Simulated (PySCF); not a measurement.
Run report: BNH$_{3}$ (charge +1), geometry relaxation (part 3 of 4)

BNH$_{3}$, charge +1; B3LYP/def2-TZVP, RKS (PySCF 2.14.0). The atoms were displaced at random from an optimised geometry. The geometry is that of the parent species in another charge or spin state.

Geometry of the input (Å):
```
B  -0.3208  -0.3575  -0.1050
N  0.5642  0.6596  0.0005
H  -0.3894  -1.1145  0.8596
H  -0.9458  -0.5416  -1.0756
H  1.2152  1.3529  0.2856
```

**Log, continued**
```
--------------- SecondOrderRKS_Scanner gradients ---------------
         x                y                z
0 B     0.0015212122     0.0005384475    -0.0008939250
1 N    -0.0009861381    -0.0000957683     0.0004707686
2 H     0.0002370550     0.0000115074     0.0001104396
3 H    -0.0008576225    -0.0003153411     0.0002881949
4 H     0.0000849330    -0.0001329251     0.0000238039
----------------------------------------------
cycle 27: E = -81.1454144346  dE = -1.01464e-05  norm(grad) = 0.00237031
Step   26 : Displace = 4.522e-03/7.493e-03 (rms/max) Trust = 4.640e-03 (-) Grad = 1.060e-03/1.845e-03 (rms/max) E (change) = -81.1454144346 (-1.015e-05) Quality = 0.734
Hessian Eigenvalues: 4.24250e-02 4.82728e-02 4.99980e-02 ... 1.90407e+00 4.18326e+00 9.19101e+01

Geometry optimization cycle 28
Cartesian coordinates (Angstrom)
 Atom        New coordinates             dX        dY        dZ
   B  -0.435268  -0.176744  -0.610013    0.000669 -0.000691  0.000135
   N   0.345674   0.125214   0.399659    0.001850  0.000161 -0.000913
   H   0.407430  -0.441285   1.247530   -0.002993  0.000250 -0.000617
   H  -1.152962  -0.452779  -1.490528    0.000374 -0.001353  0.001047
   H   0.958341   0.942234   0.417766    0.000143  0.001412  0.000391
converged SCF energy = -81.1454170071105
--------------- SecondOrderRKS_Scanner gradients ---------------
         x                y                z
0 B     0.0012744002     0.0003438177    -0.0009307798
1 N    -0.0005303054    -0.0000574246     0.0006374578
2 H    -0.0000405012    -0.0000629853    -0.0000734144
3 H    -0.0007356331    -0.0002343141     0.0004152183
4 H     0.0000314435     0.0000167491    -0.0000492933
----------------------------------------------
cycle 28: E = -81.1454170071  dE = -2.57248e-06  norm(grad) = 0.00202057
Step   27 : Displace = 1.805e-03/2.639e-03 (rms/max) Trust = 4.640e-03 (=) Grad = 9.036e-04/1.615e-03 (rms/max) E (change) = -81.1454170071 (-2.572e-06) Quality = 1.195
Hessian Eigenvalues: 4.23840e-02 4.95426e-02 4.99991e-02 ... 1.92618e+00 3.49537e+00 9.17722e+01

Geometry optimization cycle 29
Cartesian coordinates (Angstrom)
 Atom        New coordinates             dX        dY        dZ
   B  -0.435055  -0.177057  -0.610132    0.000213 -0.000314 -0.000119
   N   0.346321   0.124613   0.399330    0.000647 -0.000601 -0.000330
   H   0.406522  -0.440984   1.248098   -0.000908  0.000301  0.000568
   H  -1.152480  -0.452761  -1.490616    0.000482  0.000018 -0.000088
   H   0.957963   0.942403   0.417802   -0.000378  0.000170  0.000036
converged SCF energy = -81.1454180359785
--------------- SecondOrderRKS_Scanner gradients ---------------
         x                y                z
0 B     0.0011283643     0.0003118057    -0.0010359383
1 N    -0.0003942322    -0.0000467227     0.0005294914
2 H    -0.0000854724    -0.0001245263     0.0000427946
3 H    -0.0006435499    -0.0001933924     0.0005167493
4 H    -0.0000056632     0.0000586956    -0.0000538725
----------------------------------------------
cycle 29: E = -81.145418036  dE = -1.02887e-06  norm(grad) = 0.00190556
Step   28 : Displace = 5.903e-04/1.045e-03 (rms/max) Trust = 6.562e-03 (+) Grad = 8.522e-04/1.563e-03 (rms/max) E (change) = -81.1454180360 (-1.029e-06) Quality = 1.615
Hessian Eigenvalues: 3.55755e-02 4.86787e-02 4.99998e-02 ... 1.58309e+00 2.15351e+00 9.31947e+01

Geometry optimization cycle 30
Cartesian coordinates (Angstrom)
 Atom        New coordinates             dX        dY        dZ
   B  -0.434906  -0.177779  -0.610141    0.000149 -0.000722 -0.000009
   N   0.347423   0.123123   0.398735    0.001102 -0.001490 -0.000595
   H   0.405152  -0.440227   1.249302   -0.001369  0.000757  0.001204
   H  -1.151419  -0.452703  -1.491144    0.001061  0.000057 -0.000528
   H   0.957204   0.942254   0.417959   -0.000759 -0.000149  0.000157
converged SCF energy = -81.1454203266002
--------------- SecondOrderRKS_Scanner gradients ---------------
         x                y                z
0 B     0.0009408310     0.0003089388    -0.0010581915
1 N    -0.0002174899    -0.0001288290     0.0002727373
2 H    -0.0001332829    -0.0001177192     0.0001669480
3 H    -0.0005017921    -0.0001380506     0.0006308110
4 H    -0.0000887131     0.0000815596    -0.0000129975
----------------------------------------------
cycle 30: E = -81.1454203266  dE = -2.29062e-06  norm(grad) = 0.00172674
Step   29 : Displace = 1.123e-03/1.994e-03 (rms/max) Trust = 9.279e-03 (+) Grad = 7.722e-04/1.449e-03 (rms/max) E (change) = -81.1454203266 (-2.291e-06) Quality = 1.488
Hessian Eigenvalues: 3.19386e-02 4.85331e-02 4.99998e-02 ... 9.36069e-01 2.17282e+00 9.32443e+01

Geometry optimization cycle 31
Cartesian coordinates (Angstrom)
 Atom        New coordinates             dX        dY        dZ
   B  -0.435323  -0.178538  -0.609686   -0.000418 -0.000759  0.000456
   N   0.348333   0.121108   0.398518    0.000910 -0.002015 -0.000217
   H   0.404247  -0.439991   1.250968   -0.000905  0.000236  0.001666
   H  -1.149931  -0.452355  -1.492415    0.001488  0.000348 -0.001272
   H   0.956466   0.941498   0.417753   -0.000738 -0.000756 -0.000206
converged SCF energy = -81.1454237546419
--------------- SecondOrderRKS_Scanner gradients ---------------
         x                y                z
0 B     0.0007333187     0.0003551186    -0.0009834389
1 N    -0.0000259434    -0.0001847006    -0.0000223811
2 H    -0.0001609064    -0.0001721967     0.0003839923
3 H    -0.0003929158    -0.0001200288     0.0006201960
4 H    -0.0001538240     0.0001277697     0.0000010589
----------------------------------------------
cycle 31: E = -81.1454237546  dE = -3.42804e-06  norm(grad) = 0.00156931
Step   30 : Displace = 1.346e-03/1.849e-03 (rms/max) Trust = 1.312e-02 (+) Grad = 7.018e-04/1.277e-03 (rms/max) E (change) = -81.1454237546 (-3.428e-06) Quality = 1.565
Hessian Eigenvalues: 2.98889e-02 4.86216e-02 4.99999e-02 ... 7.82320e-01 2.26901e+00 9.33463e+01

Geometry optimization cycle 32
Cartesian coordinates (Angstrom)
 Atom        New coordinates             dX        dY        dZ
   B  -0.437182  -0.179808  -0.608007   -0.001859 -0.001270  0.001679
   N   0.348937   0.118150   0.398505    0.000604 -0.002958 -0.000013
   H   0.403931  -0.440614   1.252759   -0.000316 -0.000624  0.001791
   H  -1.147213  -0.451930  -1.494465    0.002718  0.000426 -0.002050
   H   0.956043   0.939294   0.417286   -0.000423 -0.002204 -0.000467
converged SCF energy = -81.1454301385652
--------------- SecondOrderRKS_Scanner gradients ---------------
         x                y                z
0 B     0.0003728578     0.0003824326    -0.0006605767
1 N     0.0001072385    -0.0002330042    -0.0005667473
2 H    -0.0001663326    -0.0001936990     0.0005590487
3 H    -0.0000976862    -0.0000669161     0.0006141754
4 H    -0.0002160748     0.0001171832     0.0000536369
----------------------------------------------
cycle 32: E = -81.1454301386  dE = -6.38392e-06  norm(grad) = 0.00139316
Step   31 : Displace = 2.151e-03/2.992e-03 (rms/max) Trust = 1.856e-02 (+) Grad = 6.230e-04/8.495e-04 (rms/max) E (change) = -81.1454301386 (-6.384e-06) Quality = 1.443
Hessian Eigenvalues: 2.96162e-02 4.83436e-02 4.99999e-02 ... 7.83485e-01 2.29801e+00 9.30135e+01

Geometry optimization cycle 33
Cartesian coordinates (Angstrom)
 Atom        New coordinates             dX        dY        dZ
   B  -0.440025  -0.180794  -0.605384   -0.002843 -0.000986  0.002623
   N   0.348459   0.116192   0.399646   -0.000478 -0.001959  0.001141
   H   0.405057  -0.443592   1.254190    0.001127 -0.002978  0.001431
   H  -1.144728  -0.450865  -1.497088    0.002485  0.001065 -0.002622
   H   0.956518   0.936786   0.415736    0.000475 -0.002508 -0.001550
converged SCF energy = -81.1454351273077
--------------- SecondOrderRKS_Scanner gradients ---------------
         x                y                z
0 B     0.0000287884     0.0003266824    -0.0002275948
1 N     0.0002947266     0.0002805265    -0.0011247228
2 H    -0.0001759403    -0.0007036269     0.0011197003
3 H     0.0000366243    -0.0000729301     0.0003024996
4 H    -0.0001839867     0.0001753225    -0.0000703400
----------------------------------------------
cycle 33: E = -81.1454351273  dE = -4.98874e-06  norm(grad) = 0.00188079
Step   32 : Displace = 2.806e-03/3.991e-03 (rms/max) Trust = 2.625e-02 (+) Grad = 8.411e-04/1.334e-03 (rms/max) E (change) = -81.1454351273 (-4.989e-06) Quality = 1.104
Hessian Eigenvalues: 4.31964e-02 4.53031e-02 4.99991e-02 ... 8.06219e-01 3.00038e+00 9.26432e+01

Geometry optimization cycle 34
Cartesian coordinates (Angstrom)
 Atom        New coordinates             dX        dY        dZ
   B  -0.441303  -0.180662  -0.604777   -0.001278  0.000132  0.000607
   N   0.346271   0.116830   0.400649   -0.002188  0.000639  0.001003
   H   0.408379  -0.443431   1.252110    0.003321  0.000161 -0.002080
   H  -1.145505  -0.450968  -1.496809   -0.000777 -0.000103  0.000279
   H   0.957467   0.935054   0.416019    0.000949 -0.001732  0.000283
converged SCF energy = -81.1454397414495
--------------- SecondOrderRKS_Scanner gradients ---------------
         x                y                z
0 B     0.0001400190     0.0003205805    -0.0001868905
1 N    -0.0001450135    -0.0004680203    -0.0000259639
2 H     0.0000066361     0.0002767974    -0.0001909872
3 H     0.0000502043    -0.0000925559     0.0002915513
4 H    -0.0000517260    -0.0000308404     0.0001117767
----------------------------------------------
cycle 34: E = -81.1454397414  dE = -4.61414e-06  norm(grad) = 0.000789556
Step   33 : Displace = 2.043e-03/3.013e-03 (rms/max) Trust = 3.712e-02 (+) Grad = 3.531e-04/4.907e-04 (rms/max) E (change) = -81.1454397414 (-4.614e-06) Quality = 0.943
Hessian Eigenvalues: 3.91453e-02 4.50363e-02 4.99986e-02 ... 8.22057e-01 4.23168e+00 9.30383e+01

Geometry optimization cycle 35
Cartesian coordinates (Angstrom)
 Atom        New coordinates             dX        dY        dZ
   B  -0.443003  -0.181167  -0.602928   -0.001699 -0.000505  0.001849
   N   0.345588   0.116916   0.401797   -0.000683  0.000086  0.001148
   H   0.409256  -0.447001   1.252716    0.000877 -0.003569  0.000607
   H  -1.144478  -0.449765  -1.498258    0.001027  0.001203 -0.001449
   H   0.958266   0.934160   0.414348    0.000800 -0.000894 -0.001671
converged SCF energy = -81.1454398356493
--------------- SecondOrderRKS_Scanner gradients ---------------
         x                y                z
0 B    -0.0000228451     0.0001395770     0.0001023054
1 N     0.0000460081     0.0005836623    -0.0007360080
2 H    -0.0000456653    -0.0006994094     0.0007970890
3 H     0.0000267906    -0.0000853992    -0.0000301751
4 H    -0.0000041846     0.0000674765    -0.0001338402
----------------------------------------------
cycle 35: E = -81.1454398356  dE = -9.41998e-08  norm(grad) = 0.00143978
Step   34 : Displace = 2.165e-03/2.409e-03 (rms/max) Trust = 5.249e-02 (+) Grad = 6.439e-04/1.061e-03 (rms/max) E (change) = -81.1454398356 (-9.420e-08) Quality = 0.063
Hessian Eigenvalues: 3.64092e-02 4.92518e-02 4.99987e-02 ... 8.43819e-01 7.53282e+00 9.30523e+01

Geometry optimization cycle 36
Cartesian coordinates (Angstrom)
 Atom        New coordinates             dX        dY        dZ
   B  -0.442756  -0.181215  -0.603451    0.000247 -0.000048 -0.000523
   N   0.345309   0.116338   0.401853   -0.000279 -0.000579  0.000056
   H   0.410042  -0.445261   1.252192    0.000786  0.001739 -0.000524
   H  -1.145003  -0.450246  -1.498050   -0.000525 -0.000481  0.000208
   H   0.958036   0.933533   0.415130   -0.000231 -0.000626  0.000781
converged SCF energy = -81.1454411434715
--------------- SecondOrderRKS_Scanner gradients ---------------
         x                y                z
0 B     0.0000383692     0.0002417008    -0.0000434688
1 N    -0.0000734336    -0.0002993780     0.0002325036
2 H     0.0000341083     0.0002124758    -0.0002423928
3 H    -0.0000177135    -0.0001249300     0.0000126636
4 H     0.0000188068    -0.0000239211     0.0000401444
----------------------------------------------
cycle 36: E = -81.1454411435  dE = -1.30782e-06  norm(grad) = 0.000578396
Step   35 : Displace = 1.081e-03/1.698e-03 (rms/max) Trust = 1.082e-03 (-) Grad = 2.587e-04/3.861e-04 (rms/max) E (change) = -81.1454411435 (-1.308e-06) Quality = 0.315
Hessian Eigenvalues: 3.64108e-02 4.92758e-02 4.99987e-02 ... 8.74553e-01 1.18906e+01 9.19670e+01

Geometry optimization cycle 37
Cartesian coordinates (Angstrom)
 Atom        New coordinates             dX        dY        dZ
   B  -0.442628  -0.181205  -0.603499    0.000128  0.000010 -0.000049
   N   0.345566   0.116379   0.401715    0.000256  0.000041 -0.000138
   H   0.409575  -0.445503   1.252340   -0.000467 -0.000242  0.000148
   H  -1.144924  -0.450300  -1.497976    0.000079 -0.000055  0.000074
   H   0.958009   0.933775   0.415085   -0.000027  0.000241 -0.000045
converged SCF energy = -81.1454413062245
--------------- SecondOrderRKS_Scanner gradients ---------------
         x                y                z
0 B     0.0000077207     0.0002258479    -0.0000599461
1 N    -0.0000101151    -0.0001328615     0.0000459319
2 H     0.0000046209     0.0000288094    -0.0000243966
3 H    -0.0000018707    -0.0001156165     0.0000329669
4 H    -0.0000002159    -0.0000002359     0.0000048896
----------------------------------------------
cycle 37: E = -81.1454413062  dE = -1.62753e-07  norm(grad) = 0.000300753
```

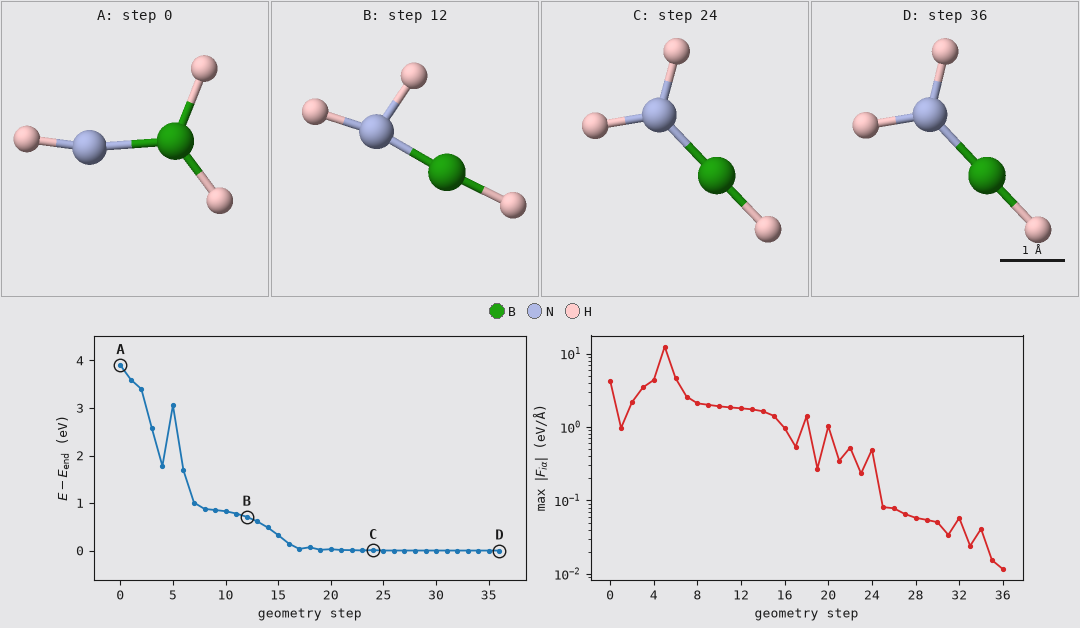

Frames of the relaxation (ball-and-stick view, seen at an oblique angle) above the curves, on which the letters mark them (steps are counted from 0).

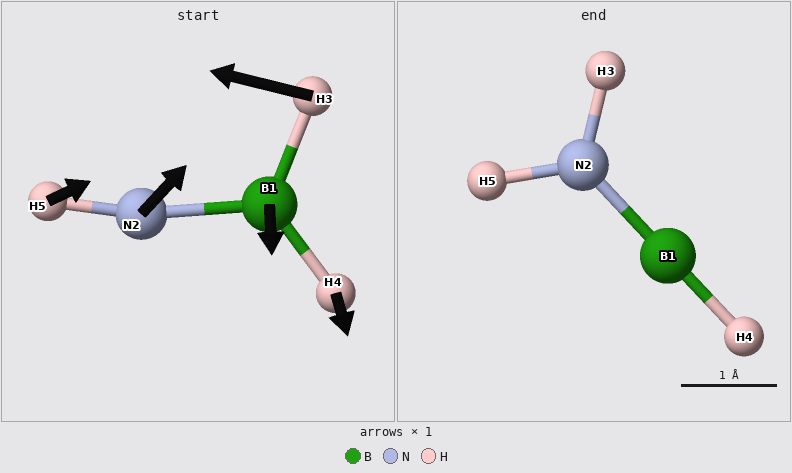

Before (left) and after (right) the relaxation, at one scale (ball-and-stick view, seen at an oblique angle). The black arrows give the displacements, at true length. The largest move after the best rigid fit is that of H3, 1.12 Å. By element the largest moves are H 1.12 Å, N 0.70 Å, B 0.54 Å. Distances before and after: N2–H3 2.190 → 1.021 Å, B1–H3 1.228 → 2.059 Å, B1–N2 1.352 → 1.312 Å, N2–H5 0.993 → 1.021 Å. New bonds form: N2–H3 (2.19 → 1.02 Å). Bonds break: B1–H3 (1.23 → 2.06 Å). Among the angles that change: N2–B1–H4 122.2° → 179.8°, B1–N2–H5 167.6° → 123.5°. The energy falls by 3.901 eV in 36 geometry steps. The largest force component goes from 4.3 to 0.012 eV/Å. (Atoms are counted from 1 in the order of the input.)

```
Step   36 : Displace = 2.907e-04/4.422e-04 (rms/max) Trust = 1.082e-03 (=) Grad = 1.345e-04/2.338e-04 (rms/max) E (change) = -81.1454413062 (-1.628e-07) Quality = 1.086
Hessian Eigenvalues: 3.64108e-02 4.92758e-02 4.99987e-02 ... 8.74553e-01 1.18906e+01 9.19670e+01
Converged! =D

converged: True
B          -0.44262774       -0.18120488       -0.60349947
N           0.34556574        0.11637904        0.40171536
H           0.40957513       -0.44550306        1.25234023
H          -1.14492415       -0.45030038       -1.49797595
H           0.95800852        0.93377451        0.41508469
converged SCF energy = -81.145441306225
E = -81.1454413062 Eh
Mode                                 0                   1                   2
Irrep
Freq [cm^-1]                      578.9574            682.8248            753.0621
Reduced mass [au]                   1.0626              1.2699              1.3193
Force const [Dyne/A]                0.2098              0.3489              0.4408
Char temp [K]                     832.9907            982.4328           1083.4887
Normal mode                   x     y     z       x     y     z       x     y     z
       0   B                 0.01  0.04 -0.02   -0.03  0.02  0.01   -0.11  0.08  0.06
       1   N                 0.02  0.04 -0.02    0.09 -0.07 -0.05    0.03 -0.02 -0.02
       2   H                -0.34 -0.30 -0.21   -0.45  0.33  0.26    0.04 -0.03 -0.02
       3   H                -0.21 -0.53  0.33   -0.06  0.04  0.03    0.63 -0.46 -0.35
       4   H                 0.18 -0.11  0.46   -0.45  0.34  0.26    0.04 -0.03 -0.02
Mode                                 3                   4                   5
Irrep
Freq [cm^-1]                      928.9707           1453.3115           1611.8394
Reduced mass [au]                   1.5687              1.3774              2.3983
Force const [Dyne/A]                0.7976              1.7140              3.6711
Char temp [K]                    1336.5820           2090.9916           2319.0780
Normal mode                   x     y     z       x     y     z       x     y     z
       0   B                 0.05  0.12 -0.08   -0.09 -0.03 -0.12    0.09  0.03  0.11
       1   N                -0.03 -0.08  0.05    0.04  0.01  0.05   -0.10 -0.04 -0.13
       2   H                 0.26  0.20  0.20    0.39  0.34  0.25    0.25  0.30  0.06
       3   H                -0.18 -0.46  0.28   -0.13 -0.05 -0.16    0.14  0.05  0.18
       4   H                -0.16  0.04 -0.34    0.21 -0.11  0.52    0.06 -0.18  0.35
Mode                                 6                   7                   8
Irrep
Freq [cm^-1]                     2885.3286           3440.4299           3500.9072
Reduced mass [au]                   1.1518              1.0534              1.0951
Force const [Dyne/A]                5.6496              7.3463              7.9077
Char temp [K]                    4151.3455           4950.0126           5037.0260
Normal mode                   x     y     z       x     y     z       x     y     z
       0   B                 0.07  0.03  0.09   -0.00 -0.00 -0.00   -0.00 -0.00  0.00
       1   N                -0.01 -0.00 -0.01    0.03  0.01  0.04   -0.03 -0.06  0.04
       2   H                -0.00  0.01 -0.02   -0.04  0.38 -0.57   -0.05  0.36 -0.57
       3   H                -0.56 -0.21 -0.71    0.01  0.00  0.01   -0.00 -0.00  0.00
       4   H                -0.01 -0.02 -0.00   -0.41 -0.55 -0.00    0.41  0.53  0.02
temperature 298.1500 [K]
pressure 101325.00 [Pa]
Rotational constants [GHz] 345.27030 30.15462 27.73257
Symmetry number 1
Zero-point energy (ZPE) 0.03608 [Eh]   94718.111 [J/mol]
                           tot       elec      trans        rot        vib
Entropy [J/mol/K]       229.186      0.000    150.233     73.892      5.061
Cv [J/mol/K]             38.629      0.000     12.472     12.472     13.686
Cp [J/mol/K]             46.944      0.000     20.786     12.472     13.686
Internal energy [J/mol]                      3718.434   3718.434  95879.046
Internal energy [Eh]   -81.10609  -81.14544
Enthalpy [J/mol]                             6197.391   3718.434  95879.046
Enthalpy [Eh]          -81.10515
Gibbs free energy [J/mol]                  -38594.584 -18312.523  94370.179
Gibbs free energy [Eh] -81.13117
```
